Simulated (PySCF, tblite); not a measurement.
# C₄H₈O₂S₂Si: geometry, infrared bands and NMR shifts

Wanted: the infrared bands and NMR shifts of C₄H₈O₂S₂Si (`COC[Si]1(O)SC=CS1`), by calculation.

Computed with tblite 0.8.0 and PySCF 2.14.0, with density-fitted response routines of our own, on a single molecule in the gas phase. Atoms are numbered from 0 throughout.

## (1) The starting structure

17 atoms, charge 0, multiplicity 1; geometry from: force field or distance geometry start.

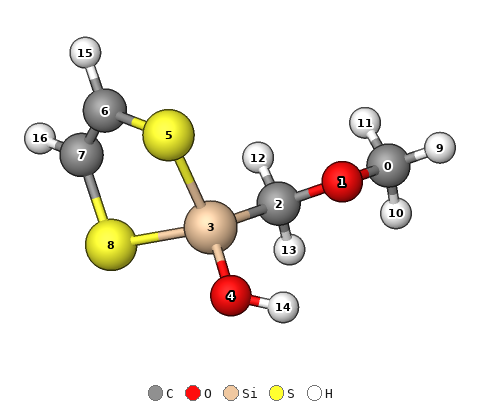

The starting geometry (carbon grey, oxygen red, silicon light orange, sulfur yellow, hydrogen white), atoms numbered.

## (2) Geometry optimisation with GFN2-xTB

Job settings and geometry (Å):

```
{"job": {"kind": "relax", "xc": "GFN2-xTB", "basis": "xTB"}, "charge": 0, "multiplicity": 1}
C      2.778600     0.934900     0.139200
O      1.833800     0.194500     0.861700
C      0.838200    -0.145300    -0.057100
Si    -0.502300    -1.126700     0.702800
O     -0.053900    -2.622200     1.374500
S     -1.737800     0.060800     2.007700
C     -2.800700     0.742300     0.771600
C     -2.949600     0.181800    -0.347900
S     -2.098900    -1.325900    -0.747000
H      3.589800     1.223500     0.846600
H      3.174700     0.321100    -0.694200
H      2.299700     1.840100    -0.304900
H      0.395800     0.811700    -0.431500
H      1.293600    -0.704800    -0.903200
H      0.937200    -2.710700     1.523300
H     -3.358600     1.709000     1.033800
H     -3.646800     0.627800    -1.135900
```

Command:

```bash
OMP_NUM_THREADS=1 python probes_run.py task.json out
```

One launch serves the whole session: the jobs run in the order shown.

Output:

```text
step      E/eV     max force
  0    -789.49205    5.277
  1    -789.81206    3.895
  2    -790.02207    1.130
  3    -790.08742    0.847
  4    -790.12956    0.897
  5    -790.18262    0.292
  6    -790.19236    0.270
  7    -790.21289    0.286
  8    -790.22738    0.345
  9    -790.24375    0.360
 10    -790.25282    0.225
 11    -790.25763    0.156
 12    -790.26094    0.144
 13    -790.26521    0.155
 14    -790.27017    0.161
 15    -790.27574    0.148
 16    -790.28133    0.221
 17    -790.28679    0.245
 18    -790.29204    0.228
 19    -790.29702    0.232
 20    -790.30202    0.201
 21    -790.30734    0.209
 22    -790.31258    0.175
 23    -790.31748    0.176
 24    -790.32235    0.171
 25    -790.32697    0.164
 26    -790.33169    0.193
 27    -790.33761    0.202
 28    -790.34589    0.296
 29    -790.35712    0.347
 30    -790.37134    0.335
 31    -790.38600    0.287
 32    -790.39732    0.249
 33    -790.40282    0.336
 34    -790.41529    0.282
 35    -790.42468    0.195
 36    -790.43654    0.160
 37    -790.43882    0.176
 38    -790.44131    0.141
 39    -790.44584    0.167
 40    -790.44865    0.215
 41    -790.45202    0.125
 42    -790.45394    0.109
 43    -790.45593    0.105
 44    -790.45817    0.148
 45    -790.46035    0.132
 46    -790.46206    0.112
 47    -790.46344    0.098
 48    -790.46484    0.106
 49    -790.46639    0.115
 50    -790.46793    0.091
 51    -790.46923    0.087
 52    -790.47080    0.098
 53    -790.47286    0.123
 54    -790.47521    0.105
 55    -790.47716    0.107
 56    -790.47868    0.106
 57    -790.48017    0.088
 58    -790.48142    0.084
 59    -790.48217    0.051
 60    -790.48261    0.061
 61    -790.48295    0.048
 62    -790.48359    0.051
 63    -790.48429    0.068
 64    -790.48561    0.074
 65    -790.48688    0.082
 66    -790.48787    0.092
 67    -790.48882    0.073
 68    -790.48956    0.054
 69    -790.49043    0.058
 70    -790.49097    0.076
 71    -790.49162    0.087
 72    -790.49226    0.081
 73    -790.49309    0.068
 74    -790.49395    0.070
 75    -790.49482    0.082
 76    -790.49558    0.076
 77    -790.49619    0.069
 78    -790.49672    0.068
 79    -790.49733    0.064
 80    -790.49825    0.077
 81    -790.49936    0.086
 82    -790.50020    0.066
 83    -790.50085    0.074
 84    -790.50148    0.083
 85    -790.50242    0.088
 86    -790.50365    0.092
 87    -790.50495    0.104
 88    -790.50624    0.108
 89    -790.50758    0.091
 90    -790.50878    0.081
 91    -790.50974    0.075
 92    -790.51046    0.068
 93    -790.51110    0.065
 94    -790.51171    0.054
 95    -790.51237    0.050
 96    -790.51268    0.039
 97    -790.51300    0.046
 98    -790.51330    0.041
 99    -790.51368    0.040
100    -790.51406    0.066
101    -790.51458    0.059
102    -790.51532    0.073
103    -790.51656    0.099
104    -790.51846    0.103
105    -790.52037    0.095
106    -790.52185    0.075
107    -790.52293    0.074
108    -790.52423    0.095
109    -790.52529    0.093
110    -790.52678    0.084
111    -790.52758    0.069
112    -790.52823    0.054
113    -790.52863    0.053
114    -790.52905    0.039
115    -790.52935    0.029
116    -790.52953    0.036
117    -790.52978    0.033
118    -790.53001    0.038
119    -790.53025    0.035
120    -790.53055    0.038
121    -790.53097    0.052
122    -790.53146    0.098
123    -790.53194    0.139
124    -790.53239    0.132
125    -790.53294    0.098
126    -790.53348    0.050
127    -790.53397    0.045
128    -790.53428    0.038
129    -790.53456    0.033
130    -790.53470    0.022
131    -790.53477    0.019
132    -790.53484    0.018
133    -790.53491    0.016
134    -790.53497    0.016
135    -790.53502    0.015
136    -790.53506    0.018
137    -790.53510    0.016
138    -790.53517    0.023
139    -790.53527    0.030
140    -790.53542    0.034
141    -790.53560    0.031
142    -790.53579    0.029
143    -790.53595    0.036
144    -790.53614    0.046
145    -790.53641    0.055
146    -790.53675    0.056
147    -790.53697    0.083
148    -790.53737    0.057
149    -790.53772    0.039
150    -790.53807    0.031
151    -790.53840    0.058
152    -790.53876    0.057
153    -790.53910    0.045
154    -790.53937    0.040
155    -790.53948    0.032
156    -790.53960    0.027
157    -790.53970    0.020
158    -790.53974    0.020
159    -790.53977    0.016
160    -790.53980    0.012
161    -790.53982    0.012
162    -790.53985    0.017
163    -790.53987    0.019
164    -790.53991    0.018
165    -790.53997    0.023
166    -790.54003    0.023
167    -790.54009    0.022
168    -790.54013    0.028
169    -790.54020    0.028
170    -790.54025    0.012
171    -790.54029    0.013
172    -790.54031    0.010
```

It took 3 s on 1 thread of Arm Neoverse N1, shared host; peak memory 0.18 GiB.

The steps of the relaxation: (not every step is listed)

```
step  energy from step 0 (eV)  largest force (eV/Å)
   0                   0.0000                5.2769
   1                  -0.3200                3.8952
   2                  -0.5300                1.1298
   3                  -0.5954                0.8467
   4                  -0.6375                0.8975
   5                  -0.6906                0.2919
   6                  -0.7003                0.2697
   7                  -0.7208                0.2864
   8                  -0.7353                0.3445
  23                  -0.8254                0.1761
  38                  -0.9493                0.1410
  53                  -0.9808                0.1225
  68                  -0.9975                0.0542
  83                  -1.0088                0.0740
  98                  -1.0213                0.0414
 113                  -1.0366                0.0528
 128                  -1.0422                0.0375
 143                  -1.0439                0.0355
 158                  -1.0477                0.0198
 167                  -1.0480                0.0223
 168                  -1.0481                0.0278
 169                  -1.0482                0.0277
 170                  -1.0482                0.0120
 171                  -1.0482                0.0134
 172                  -1.0483                0.0100
```

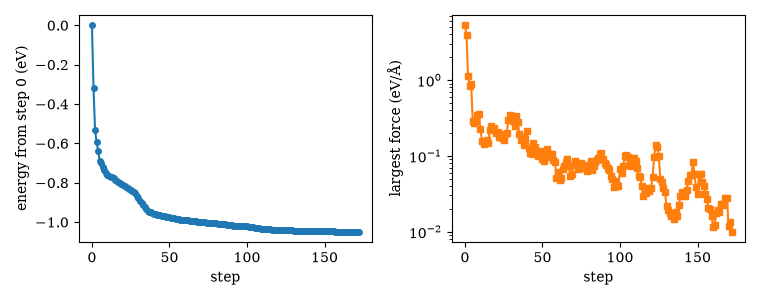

Energy and force, step by step.

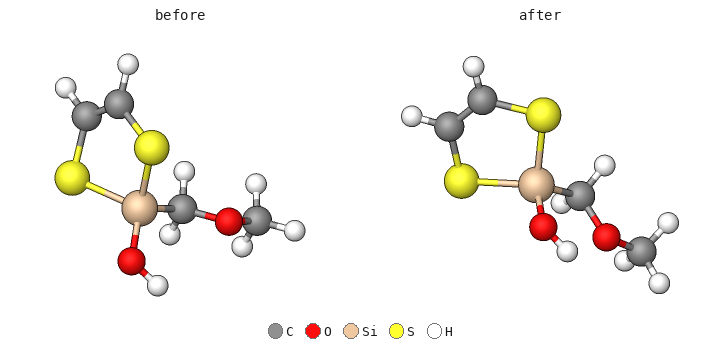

Before and after, at one scale.

Distances of close pairs at the start and the end, largest changes first:

```
  bond  before (Å)  after (Å)  change (Å)
Si3–O4       1.700      1.617      -0.083
C2–Si3       1.827      1.906      +0.080
C6–H15       1.147      1.076      -0.071
 C6–C7       1.261      1.329      +0.068
C7–H16       1.143      1.076      -0.067
O4–H14       1.006      0.958      -0.048
 C7–S8       1.777      1.745      -0.031
 C0–H9       1.114      1.088      -0.026
```

The final coordinates are the input of the step that follows.

## (3) Infrared spectrum with GFN2-xTB

Job settings and geometry (Å):

```
{"job": {"kind": "ir", "xc": "GFN2-xTB", "basis": "xTB"}, "charge": 0, "multiplicity": 1}
C      3.289909     0.285024     0.081444
O      2.030652    -0.170419     0.513158
C      0.954132     0.431424    -0.181120
Si    -0.597143    -0.353815     0.600922
O     -0.132478    -1.445576     1.698865
S     -1.954290     1.058381     1.495420
C     -3.387494     0.470027     0.691880
C     -3.380785    -0.474992    -0.241968
S     -1.937401    -1.274228    -0.810772
H      4.034300    -0.240272     0.676631
H      3.444720     0.063318    -0.980848
H      3.391055     1.365537     0.235636
H      0.983701     1.520083    -0.054568
H      1.032689     0.222021    -1.254742
H      0.799123    -1.580107     1.875762
H     -4.295139     0.948182     1.016164
H     -4.282550    -0.812556    -0.722310
```

Output:

```text
mode    cm-1     km/mol
  1      17.8      0.00
  2      63.5      3.75
  3      72.9      2.22
  4     111.4      1.33
  5     132.6     13.16
  6     195.5     17.06
  7     199.9      4.77
  8     206.8      3.53
  9     224.9      0.37
 10     305.1     29.29
 11     314.3     82.14
 12     365.9      0.02
 13     370.2      4.28
 14     496.4     46.85
 15     501.6     74.60
 16     599.1      9.50
 17     698.1     17.27
 18     721.1      2.21
 19     751.7     72.31
 20     794.6      4.26
 21     804.0    263.98
 22     811.3     14.12
 23     814.8     66.72
 24     923.6    170.41
 25     978.3     58.00
 26    1100.4     82.58
 27    1124.5      0.25
 28    1131.8      1.30
 29    1155.4     11.24
 30    1193.9     13.97
 31    1216.6     46.49
 32    1298.8      0.88
 33    1405.6      1.84
 34    1465.8      6.44
 35    1477.7     10.70
 36    1488.8      2.87
 37    1599.1     32.51
 38    2878.8     41.35
 39    2907.4     24.97
 40    2911.3     40.29
 41    2931.8     47.34
 42    3026.7     22.34
 43    3106.9      0.21
 44    3117.9      3.32
 45    3585.5     67.66
```

It took 1.5 s on 1 thread of Arm Neoverse N1, shared host; peak memory 0.18 GiB.

The strongest bands and the atoms that carry them (share of the mass-weighted mode):

```
cm⁻¹  km/mol                                 atoms
 314    82.1                              H14 93 %
 502    74.6            Si3 39 %, S8 18 %, S5 13 %
 752    72.3            C2 34 %, H14 29 %, O4 11 %
 804   264.0           H14 51 %, Si3 20 %, C2 13 %
 815    66.7  H12 15 %, H13 15 %, C6 13 %, C7 13 %
 924   170.4                     O4 52 %, Si3 40 %
1100    82.6             O1 55 %, C0 25 %, C2 17 %
3586    67.7                              H14 94 %
```

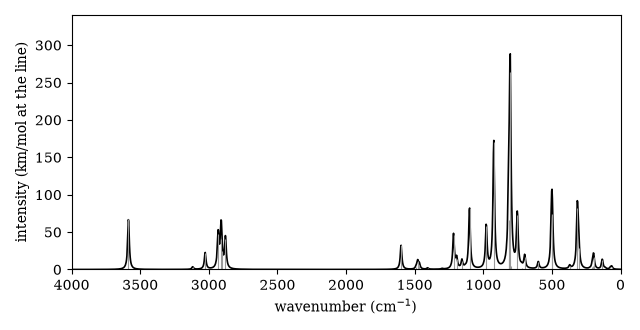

The infrared spectrum from these modes, unscaled. Lines are broadened to a width of 14 cm⁻¹ (Lorentzian).

## (4) NMR shieldings: PBE0/pcSseg-1

The job, as its differences from that of step 3:

```diff
@@ -1,2 +1,2 @@
-{"job": {"kind": "ir", "xc": "GFN2-xTB", "basis": "xTB"}, "charge": 0, "multiplicity": 1}
+{"job": {"kind": "nmr", "xc": "PBE0", "basis": "pcSseg-1"}, "charge": 0, "multiplicity": 1}
 C      3.289909     0.285024     0.081444
```

With the program's defaults for keys left out, this is: GIAO PBE0/pcSseg-1 NMR shielding, non-relativistic, gas phase.

Output:

```text
coarse grid: 16352 points
cycle   1  E = -1392.6018343491  dE =  1.400e+00  |g| = 8.505e-01  |ddm| = 3.988e+00
cycle   2  E = -1392.4187235343  dE =  1.831e-01  |g| = 1.311e+00  |ddm| = 1.733e+00
cycle   3  E = -1392.7333404731  dE = -3.146e-01  |g| = 1.135e-01  |ddm| = 1.190e+00
cycle   4  E = -1392.7359203420  dE = -2.580e-03  |g| = 4.466e-02  |ddm| = 1.475e-01
cycle   5  E = -1392.7363029539  dE = -3.826e-04  |g| = 1.364e-02  |ddm| = 4.593e-02
cycle   6  E = -1392.7363356557  dE = -3.270e-05  |g| = 4.706e-03  |ddm| = 1.393e-02
cycle   7  E = -1392.7363392422  dE = -3.586e-06  |g| = 8.598e-04  |ddm| = 3.385e-03
final grid: 145648 points
cycle   8  E = -1392.8144112363  dE = -2.567e-05  |g| = 1.402e-02  |ddm| = 3.098e-02
cycle   9  E = -1392.8143707533  dE =  4.048e-05  |g| = 1.996e-02  |ddm| = 2.447e-02
cycle  10  E = -1392.8144499629  dE = -7.921e-05  |g| = 1.532e-03  |ddm| = 1.554e-02
cycle  11  E = -1392.8144505170  dE = -5.541e-07  |g| = 1.848e-04  |ddm| = 1.725e-03
cycle  12  E = -1392.8144505248  dE = -7.804e-09  |g| = 6.644e-05  |ddm| = 2.740e-04
cycle  13  E = -1392.8144505258  dE = -9.659e-10  |g| = 2.569e-05  |ddm| = 8.803e-05
converged SCF energy = -1392.8144505258

GIAO shielding tensors (ppm)
atom      isotropic    diamagn.    paramagn.     s11        s22        s33       span
  0 C      122.213     242.756    -120.543     90.429     91.874    184.335     93.906
  1 O      330.313     399.819     -69.506    304.767    329.824    356.349     51.582
  2 C      118.555     255.529    -136.974     86.099     96.512    173.055     86.956
  3 Si     316.281     877.606    -561.325    291.380    327.780    329.684     38.304
  4 O      261.110     388.441    -127.331    229.864    259.767    293.698     63.834
  5 S      507.036    1058.776    -551.740    356.998    545.656    618.452    261.454
  6 C       63.199     258.965    -195.766    -31.963     87.777    133.785    165.748
  7 C       63.417     259.162    -195.745    -31.626     87.815    134.062    165.688
  8 S      508.326    1059.045    -550.719    358.618    544.014    622.347    263.728
  9 H       27.786      27.740       0.046     23.560     24.943     34.856     11.296
 10 H       28.415      28.560      -0.146     24.472     26.043     34.729     10.257
 11 H       28.404      28.320       0.085     24.452     26.052     34.708     10.256
 12 H       28.223      33.535      -5.312     24.583     28.511     31.577      6.994
 13 H       28.210      33.883      -5.673     24.461     28.507     31.661      7.201
 14 H       27.563      32.068      -4.505     17.246     24.464     40.977     23.731
 15 H       25.718      28.009      -2.292     21.050     26.334     29.769      8.718
 16 H       25.728      28.214      -2.486     21.067     26.332     29.786      8.719
```

Wall time 75 s (1 thread of Arm Neoverse N1, shared host); peak memory 0.95 GiB.

Shifts follow as δ = σ(reference) − σ, with reference shieldings (ppm) from runs at the same level and on the same kind of geometry: ¹H TMS 31.72, ¹³C TMS 186.9, ²⁹Si TMS 349.2, ¹⁷O H2O 336.1, ³³S CS2 504. The references are single molecules in the gas phase, so shifts against H2O, NH3, PH3, H3PO4 or CFCl3 are not on the usual liquid scales and can be off by tens of ppm. Atoms listed in one row are averaged.

```
       atoms                                        environment  σ (ppm)  δ (ppm)  δ scaled to CDCl3
      C6, C7                                          alkene CH     63.3    123.6              114.3
          C2                         sp3 CH2 bonded to O and Si    118.6     68.4               64.8
          C0                          methyl carbon bonded to O    122.2     64.7               61.2
    H15, H16                           hydrogen on an alkene CH    25.72     5.99               5.76
         H14                 hydrogen on an oxygen bonded to Si    27.56     4.15                  –
H9, H10, H11            hydrogen on a methyl carbon bonded to O    28.20     3.52               3.42
    H12, H13          hydrogen on an sp3 CH2 bonded to O and Si    28.22     3.50               3.41
          O4                             oxygen bonded to Si, H    261.1     75.0                  –
          O1                                       ether oxygen    330.3      5.8                  –
         Si3  silicon bonded to C, O, 2 S, in a 5-membered ring    316.3     32.9                  –
      S5, S8       sulfur bonded to C, Si, in a 5-membered ring      508       -4                  –
```

The scaled column applies a straight-line fit of computed shieldings to shifts measured in CDCl3, with any fitted terms for Cl, Br or S neighbours (root-mean-square error 0.16 ppm for H, 1.9 ppm for C).

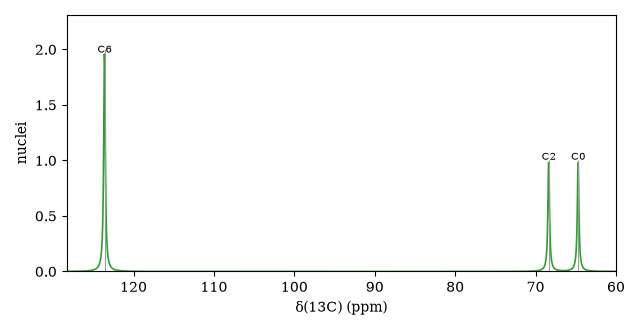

¹³C lines at the computed shifts, without couplings. Lines are broadened to a width of 0.24 ppm (Lorentzian).

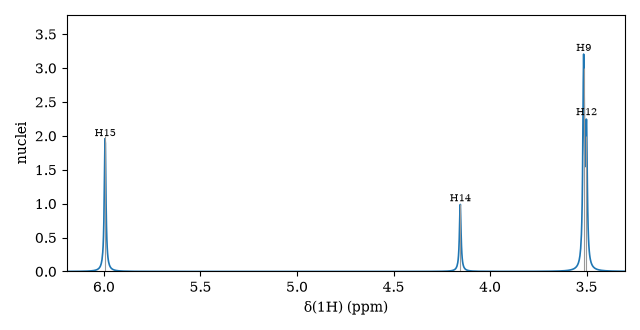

¹H lines at the computed shifts, without couplings. Lines are broadened to a width of 0.01 ppm (Lorentzian).

The run also stored atomic charges by several schemes (e):

```
 atoms  Mulliken    IAO  Hirshfeld  ESP fit
    C0     -0.02  -0.20      -0.04    -0.39
    O1     -0.55  -0.40      -0.14    -0.09
    C2     -0.26  -0.36      -0.09    -0.27
   Si3      1.07   1.09       0.39     0.72
    O4     -0.51  -0.78      -0.30    -0.58
S5, S8     -0.21  -0.10      -0.07    -0.19
C6, C7     -0.22  -0.29      -0.09    -0.25
```

ESP fit charges:

C0 -0.39; O1 -0.09; C2 -0.27; Si3 0.72; O4 -0.58; S5 -0.19; C6 -0.24; C7 -0.26; S8 -0.19; H9 0.15; H10 0.15; H11 0.16; H12 0.10; H13 0.11; H14 0.35; H15 0.23; H16 0.23

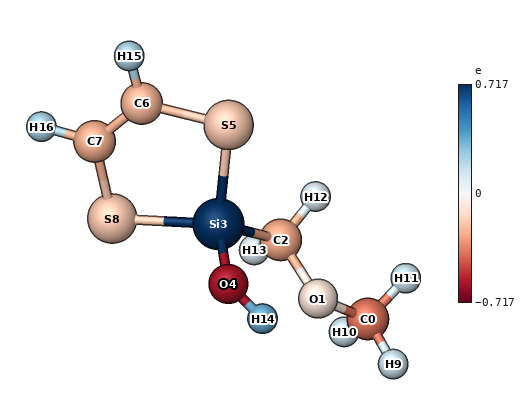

ESP fit charges, as colours on the atoms.

Mayer bond orders: C0–O1 0.92, O1–C2 0.87, C2–Si3 0.85, Si3–O4 1.15, Si3–S5 0.94, S5–C6 1.09, C6–C7 1.79, C7–S8 1.09, S8–Si3 0.94.

Ring of atoms Si3, S5, C6, C7, S8: NICS(0) -8.5, NICS(1) -5.4, NICS(1)zz -5.9 ppm (means of both faces).

## (5) Outcome

| quantity | value |
| --- | --- |
| strongest single infrared mode (GFN2-xTB) | 804 cm⁻¹, 264 km/mol |
| zero-point energy (GFN2-xTB) | 73.8 kcal/mol |
| ¹³C shifts against TMS (PBE0/pcSseg-1, means over atoms taken as alike) | 123.6, 68.4, 64.7 ppm |
| ¹H shifts against TMS (PBE0/pcSseg-1, means over atoms taken as alike) | 5.99, 4.15, 3.52, 3.50 ppm |
| ¹⁷O shifts against H2O (PBE0/pcSseg-1) | 75.0, 5.8 ppm |
| ²⁹Si shifts against TMS (PBE0/pcSseg-1) | 32.9 ppm |
| ³³S shifts against CS2 (PBE0/pcSseg-1, means over atoms taken as alike) | -4 ppm |

**Reading.** Relaxing lowered the energy by 1.048 eV in 172 steps; the close pair that moved most is Si3–O4, from 1.700 to 1.617 Å. No mode is imaginary among the 45: a minimum at this level. The strongest single mode, at 804 cm⁻¹, moves mainly H14. GFN2-xTB is a fitted tight-binding method: band positions and strengths are rough. Its intensities can rank the bands wrongly. The most deshielded carbon is C6, C7 (mean) (alkene CH), at 123.6 ppm: the olefinic region. H15, H16 (mean) (hydrogen on an alkene CH) lies farthest downfield among hydrogen, at 5.99 ppm; olefinic region. At PBE0/pcSseg-1: The widest tensor belongs to S5, S8: span 263 ppm, with a paramagnetic part of -551 ppm.
